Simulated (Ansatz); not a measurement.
**CH7BClNO: geometry relaxation (part 1 of 2)**

CH7BClNO, computed with RHF/6-31G* (Ansatz 0.2.0).

The input holds or restrains some coordinates. Forces given for the steps count only the free coordinates. It belongs to a series of runs on one base structure; here: pulled along the bonds that form and break, towards end B. Figures and captions count atoms from 1; the log counts them from 0 in places.

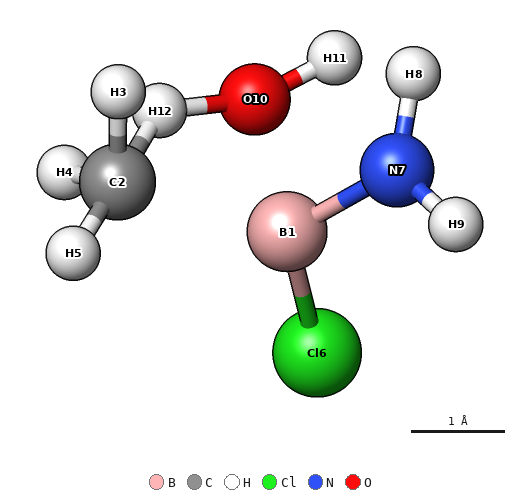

**Figure 1.** The starting structure (ball-and-stick view, seen at a tilt; atoms are numbered from 1 in the order of the input).

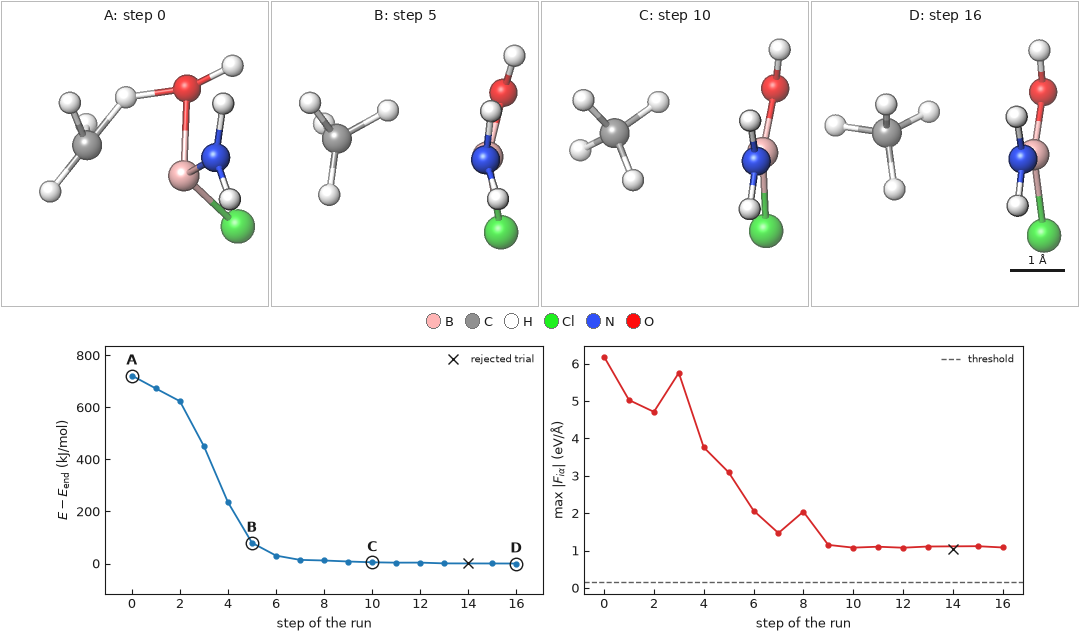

**Figure 2.** Frames of the restrained relaxation (ball-and-stick view, seen at a tilt) above the curves, on which the letters mark them (the first geometry is step 0 here and step 1 in the log).

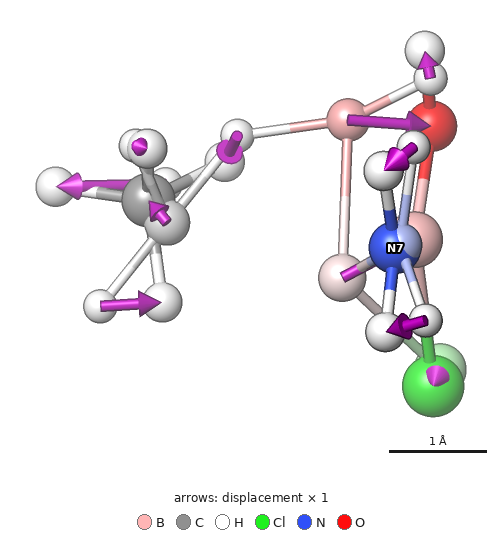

**Figure 3.** Start (faint) and end (solid) with the displacements as pink arrows, at true length (ball-and-stick view, seen at a tilt). The two geometries are laid on each other by the best rigid fit. Over 16 geometry steps the energy falls by 722.3 kJ/mol. The largest force component goes from 6.2 to 1.1 eV/Å. The line search rejected the trial step at point 14 (counted from 0) and went back. The atom that moves furthest after the best rigid fit is H4 (1.22 Å). Largest moves by element: H 1.22 Å, O 0.89 Å, B 0.84 Å, Cl 0.34 Å, C 0.32 Å, N 0.07 Å. Distances before and after: O10–H12 1.161 → 2.218 Å, B1–O10 1.710 → 1.378 Å, B1–N7 1.550 → 1.397 Å, C2–H12 1.168 → 1.092 Å. Bonds break: O10–H12 (1.16 → 2.22 Å). Among the angles that change: H5–C2–H12 175.1° → 111.0°, H4–C2–H12 65.9° → 109.0°, H3–C2–H12 74.3° → 110.1°. (Atoms are counted from 1 in the order of the input.)

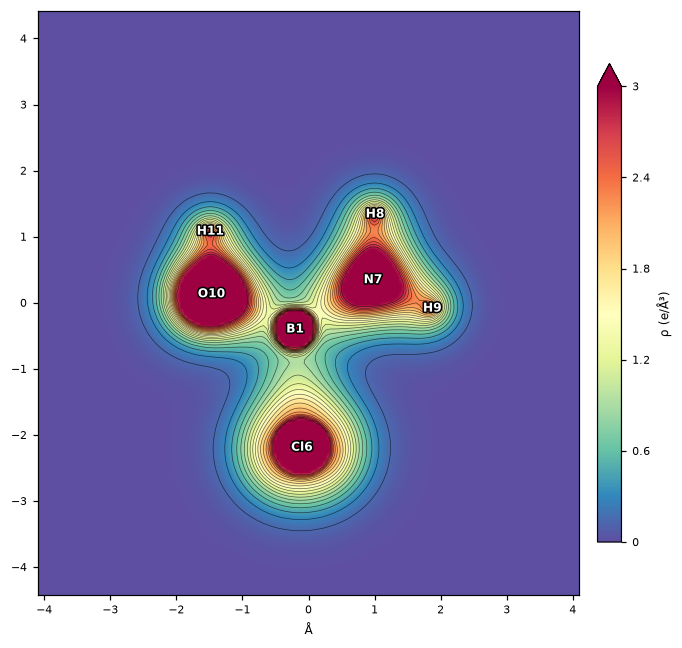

**Figure 4.** Total electron density on the plane of atoms B1, O10 and H11. The section cuts through B, Cl, N, H and O sites. B–N (1.40 Å): ρ is about 2 e/Å³ halfway. B–Cl (1.79 Å): ρ is about 1.3 e/Å³ halfway. N–H (1.00 Å): ρ at the midpoint is about 2.9 e/Å³, with its minimum of 2.3 e/Å³ about 0.8 Å from N.

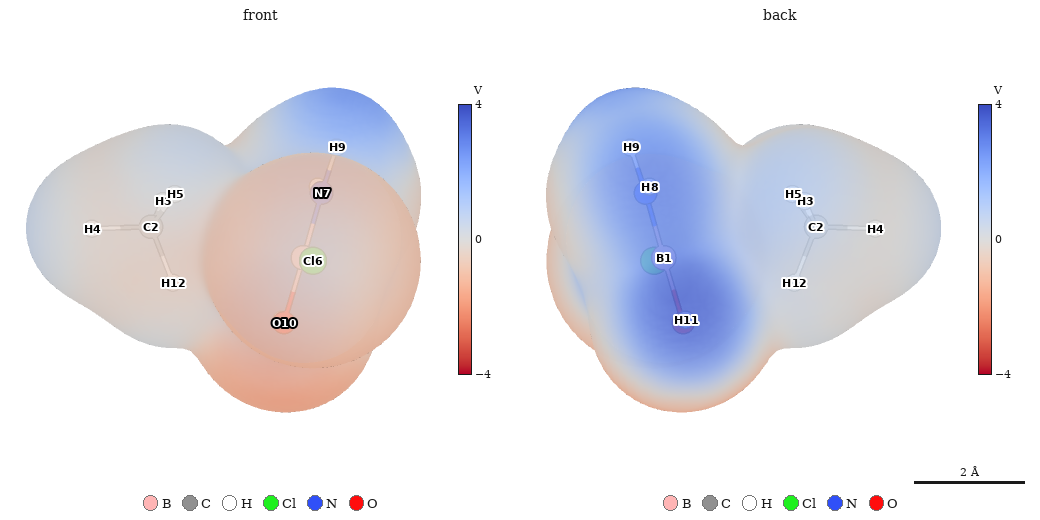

**Figure 5.** The molecular electrostatic potential painted on the density surface at 0.002 e/bohr³, seen at a tilt and from behind; red is negative and blue positive. A positive charge is drawn to the negative regions and a negative charge to the positive ones.

The input that produced these results follows, with the program's output.

## Input
```yaml
crystal:
  periodic: [false, false, false]
  atoms:
    - { symbol: B, position_ang: [0.0, 0.0, 0.0] }
    - { symbol: C, position_ang: [0.0, 0.0, 1.95] }
    - { symbol: H, position_ang: [-0.9996, -0.3092, 2.3205] }
    - { symbol: H, position_ang: [0.7676, -0.7111, 2.3205] }
    - { symbol: H, position_ang: [0.232, 1.0203, 2.3205] }
    - { symbol: Cl, position_ang: [1.6108, 0.0, -0.93] }
    - { symbol: "N", position_ang: [-1.3423, 0.0, -0.775] }
    - { symbol: H, position_ang: [-2.0112, -0.8164, -0.6764] }
    - { symbol: H, position_ang: [-1.5914, 0.8164, -1.4036] }
    - { symbol: O, position_ang: [-0.219, -1.6079, 0.5392] }
    - { symbol: H, position_ang: [-0.6224, -2.1606, -0.2037] }
    - { symbol: H, position_ang: [-0.1495, -1.0979, 1.5797] }
basis:
  gaussian: { orbitals: "6-31G*" }
hamiltonian:
  xc: hf
relax:
  f_tol: 0.15
  max_steps: 25
  restrain:
    - { distance: [0, 9], at: 1.41, k: 30.0 }
    - { distance: [11, 1], at: 1.11, k: 30.0 }
    - { distance: [0, 1], at: 2.8, k: 30.0 }
    - { distance: [11, 9], at: 2.21, k: 30.0 }
output:
  orbitals: {}
```

Command:
```bash
ansatz run input.yaml --threads 1 --pin off --max-ram 2048MiB --backend cpu --events-out ev --progress --plain --runs-dir out
```

## Log
```
The last accepted step is kept in [file] (removed where the run ends without a failure and the disk answers)
Engine: ansatz 0.2.0, aarch64-unknown-linux-gnu
Functional definition: HF
  exchange = exact_x
  correlation = 0
1055 factors; integrals over basis functions are off by at most 4.4e-4 eV
mean field evaluation 1: about -17826.9693 eV, gradient 4.1e1 eV
mean field evaluation 2: about -17827.0420 eV, gradient 4.1e1 eV
mean field evaluation 4: about -17830.8637 eV, gradient 3.8e0 eV
mean field evaluation 8: about -17830.9137 eV, gradient 2.7e-4 eV
mean field -17830.91371705 eV, -655.2739928743 hartree, gradient 1.0e-5 eV, S^2 0.000000; 0 other end points of the search recorded, 0 dependent functions left out
the calculation of the forces begins
reference -17830.91371705 eV, -655.2739928743 hartree; 25, 25 occupied and 68, 68 virtual orbitals, 1055 factors
relax step   1: F+E_penalty+E_count = -17830.91371705 eV  Δ(F+E_penalty+E_count) = +0.000e0 eV  max|allowed force component| = 6.184e0 eV/Å  E_restraint = 28.74904057 eV  max|allowed force component, restraints' pulls added| = 3.531e1 eV/Å  Δτ_max = 0.0000 Å  (34 SCF iters, accepted)
  distance B 0 - O 9 = 1.7100 Å
  distance H 11 - C 1 = 1.1683 Å
  distance B 0 - C 1 = 1.9500 Å
  distance H 11 - O 9 = 1.1608 Å
these checks for a lower state are left out or cut short: starts, cluster_reference, orbital_swaps, neighbouring_geometries, increment
1055 factors; integrals over basis functions are off by at most 6.1e-4 eV
mean field evaluation 16: about -17831.4286 eV, gradient 2.1e-4 eV
mean field -17831.42865033 eV, -655.2929163233 hartree, gradient 1.4e-5 eV, S^2 0.000000; 0 other end points of the search recorded, 0 dependent functions left out
[... from here on the field's lines of each further geometry are left out, up to the last ...]
relax step   2: F+E_penalty+E_count = -17831.42865033 eV  Δ(F+E_penalty+E_count) = -5.149e-1 eV  max|allowed force component| = 5.027e0 eV/Å  E_restraint = 13.25370010 eV  max|allowed force component, restraints' pulls added| = 2.180e1 eV/Å  Δτ_max = 0.1947 Å  (38 SCF iters, accepted)
relax step   3: F+E_penalty+E_count = -17831.93450107 eV  Δ(F+E_penalty+E_count) = -5.059e-1 eV  max|allowed force component| = 4.711e0 eV/Å  E_restraint = 3.73254983 eV  max|allowed force component, restraints' pulls added| = 1.045e1 eV/Å  Δτ_max = 0.1949 Å  (37 SCF iters, accepted)
relax step   4: F+E_penalty+E_count = -17833.72847203 eV  Δ(F+E_penalty+E_count) = -1.794e0 eV  max|allowed force component| = 5.753e0 eV/Å  E_restraint = 0.54194108 eV  max|allowed force component, restraints' pulls added| = 4.195e0 eV/Å  Δτ_max = 0.1997 Å  (30 SCF iters, accepted)
relax step   5: F+E_penalty+E_count = -17835.96112971 eV  Δ(F+E_penalty+E_count) = -2.233e0 eV  max|allowed force component| = 3.763e0 eV/Å  E_restraint = 0.19812871 eV  max|allowed force component, restraints' pulls added| = 3.155e0 eV/Å  Δτ_max = 0.1948 Å  (30 SCF iters, accepted)
relax step   6: F+E_penalty+E_count = -17837.57592874 eV  Δ(F+E_penalty+E_count) = -1.615e0 eV  max|allowed force component| = 3.094e0 eV/Å  E_restraint = 0.13188890 eV  max|allowed force component, restraints' pulls added| = 3.195e0 eV/Å  Δτ_max = 0.1951 Å  (31 SCF iters, accepted)
relax step   7: F+E_penalty+E_count = -17838.08512404 eV  Δ(F+E_penalty+E_count) = -5.092e-1 eV  max|allowed force component| = 2.069e0 eV/Å  E_restraint = 0.10493123 eV  max|allowed force component, restraints' pulls added| = 1.215e0 eV/Å  Δτ_max = 0.1947 Å  (30 SCF iters, accepted)
relax step   8: F+E_penalty+E_count = -17838.25584194 eV  Δ(F+E_penalty+E_count) = -1.707e-1 eV  max|allowed force component| = 1.467e0 eV/Å  E_restraint = 0.05420426 eV  max|allowed force component, restraints' pulls added| = 3.941e-1 eV/Å  Δτ_max = 0.2000 Å  (31 SCF iters, accepted)
relax step   9: F+E_penalty+E_count = -17838.27993154 eV  Δ(F+E_penalty+E_count) = -2.409e-2 eV  max|allowed force component| = 2.041e0 eV/Å  E_restraint = 0.04093653 eV  max|allowed force component, restraints' pulls added| = 2.041e0 eV/Å  Δτ_max = 0.1949 Å  (32 SCF iters, accepted)
relax step  10: F+E_penalty+E_count = -17838.32010654 eV  Δ(F+E_penalty+E_count) = -4.017e-2 eV  max|allowed force component| = 1.151e0 eV/Å  E_restraint = 0.03326716 eV  max|allowed force component, restraints' pulls added| = 7.005e-1 eV/Å  Δτ_max = 0.1923 Å  (30 SCF iters, accepted)
relax step  11: F+E_penalty+E_count = -17838.35175961 eV  Δ(F+E_penalty+E_count) = -3.165e-2 eV  max|allowed force component| = 1.078e0 eV/Å  E_restraint = 0.03825629 eV  max|allowed force component, restraints' pulls added| = 1.635e-1 eV/Å  Δτ_max = 0.2000 Å  (31 SCF iters, accepted)
relax step  12: F+E_penalty+E_count = -17838.36621821 eV  Δ(F+E_penalty+E_count) = -1.446e-2 eV  max|allowed force component| = 1.102e0 eV/Å  E_restraint = 0.03771417 eV  max|allowed force component, restraints' pulls added| = 7.566e-2 eV/Å  Δτ_max = 0.1599 Å  (31 SCF iters, accepted)
relax step  13: F+E_penalty+E_count = -17838.36422124 eV  Δ(F+E_penalty+E_count) = +1.997e-3 eV  max|allowed force component| = 1.076e0 eV/Å  E_restraint = 0.03240996 eV  max|allowed force component, restraints' pulls added| = 6.361e-1 eV/Å  Δτ_max = 0.1860 Å  (30 SCF iters, accepted)
relax step  14: F+E_penalty+E_count = -17838.39510454 eV  Δ(F+E_penalty+E_count) = -3.088e-2 eV  max|allowed force component| = 1.107e0 eV/Å  E_restraint = 0.03365200 eV  max|allowed force component, restraints' pulls added| = 1.262e-1 eV/Å  Δτ_max = 0.1998 Å  (29 SCF iters, accepted)
relax step  15: F+E_penalty+E_count = -17838.38118443 eV  Δ(F+E_penalty+E_count) = +1.392e-2 eV  max|allowed force component| = 1.052e0 eV/Å  E_restraint = 0.03124632 eV  max|allowed force component, restraints' pulls added| = 5.844e-1 eV/Å  Δτ_max = 0.1950 Å  (31 SCF iters, rejected (line search))
relax step  16: F+E_penalty+E_count = -17838.39904895 eV  Δ(F+E_penalty+E_count) = -3.944e-3 eV  max|allowed force component| = 1.116e0 eV/Å  E_restraint = 0.03337368 eV  max|allowed force component, restraints' pulls added| = 1.994e-1 eV/Å  Δτ_max = 0.0951 Å  (30 SCF iters, accepted)
the calculation of the forces begins
reference -17838.40017442 eV, -655.5491151081 hartree; 25, 25 occupied and 68, 68 virtual orbitals, 1055 factors
relax step  17: F+E_penalty+E_count = -17838.40017442 eV  Δ(F+E_penalty+E_count) = -1.125e-3 eV  max|allowed force component| = 1.082e0 eV/Å  E_restraint = 0.03321072 eV  max|allowed force component, restraints' pulls added| = 4.796e-2 eV/Å  Δτ_max = 0.0172 Å  (25 SCF iters, accepted)
  distance B 0 - O 9 = 1.3777 Å
  distance H 11 - C 1 = 1.0921 Å
  distance B 0 - C 1 = 2.8280 Å
  distance H 11 - O 9 = 2.2180 Å
1055 factors; integrals over basis functions are off by at most 5.6e-4 eV
mean field evaluation 128: about -17834.7579 eV, gradient 4.1e1 eV
mean field -17838.40017442 eV, -655.5491151081 hartree, gradient 1.8e-5 eV, S^2 0.000000; 1 other end points of the search recorded, 0 dependent functions left out
the calculation of the forces begins
reference -17838.40017442 eV, -655.5491151081 hartree; 25, 25 occupied and 68, 68 virtual orbitals, 1055 factors
Total energy: -17838.40017442 eV, -655.5491151081 hartree
Atom 0 at    -0.096561    -0.612361    -0.578000 Å, force     0.051960    -1.081881    -0.550433 eV/Å
Atom 1 at    -0.002361    -0.185112     2.215938 Å, force     0.226256    -0.296393     0.635622 eV/Å
Atom 2 at    -1.082266    -0.269233     2.178084 Å, force     0.011428    -0.000724    -0.001678 eV/Å
Atom 3 at     0.305985    -0.151601     3.256568 Å, force    -0.005398     0.002602    -0.013726 eV/Å
Atom 4 at     0.305601     0.733074     1.736494 Å, force     0.010916    -0.001368    -0.010840 eV/Å
Atom 5 at     1.415378     0.245941    -0.995953 Å, force    -0.001747     0.001807    -0.015639 eV/Å
Atom 6 at    -1.312943     0.062599    -0.711421 Å, force     0.006951     0.035501    -0.017990 eV/Å
Atom 7 at    -2.198131    -0.340649    -0.499073 Å, force     0.008567    -0.001859    -0.001860 eV/Å
Atom 8 at    -1.359274     1.021658    -0.973514 Å, force    -0.000444    -0.028008     0.003962 eV/Å
Atom 9 at     0.032858    -1.944061    -0.249614 Å, force    -0.158161     0.847656    -0.474965 eV/Å
Atom 10 at    -0.791467    -2.375612    -0.073474 Å, force     0.016066    -0.000888    -0.003569 eV/Å
Atom 11 at     0.458180    -1.051045     1.735665 Å, force    -0.166394     0.523555     0.451117 eV/Å
Dipole moment:    -0.884960    -0.024649     0.110240 e Å
```

## Trajectory as extended XYZ (Å, eV, eV/Å), 17 frames, from step=1 to step=17
```
12
Properties=species:S:1:pos:R:3:forces:R:3 step=1 energy=-17830.91372
B     0.0000    0.0000    0.0000   -2.9303  -4.8469   1.2553
C     0.0000    0.0000    1.9500    0.7335   6.1838   0.6171
H    -0.9996   -0.3092    2.3205    0.4923   0.9228   0.1286
H     0.7676   -0.7111    2.3205    0.1045   1.0330   0.5022
H     0.2320    1.0203    2.3205   -0.1033  -1.2740   0.1265
Cl    1.6108    0.0000   -0.9300   -0.9057   0.9193   0.8102
N    -1.3423    0.0000   -0.7750    0.9286   1.8592  -0.1437
H    -2.0112   -0.8164   -0.6764    1.5120   2.7585  -0.2735
H    -1.5914    0.8164   -1.4036    0.1387  -2.4547   1.4695
O    -0.2190   -1.6079    0.5392    0.1108  -1.8930  -4.2620
H    -0.6224   -2.1606   -0.2037    0.9758   0.8282   2.7309
H    -0.1495   -1.0979    1.5797   -1.0570  -4.0363  -2.9611
```
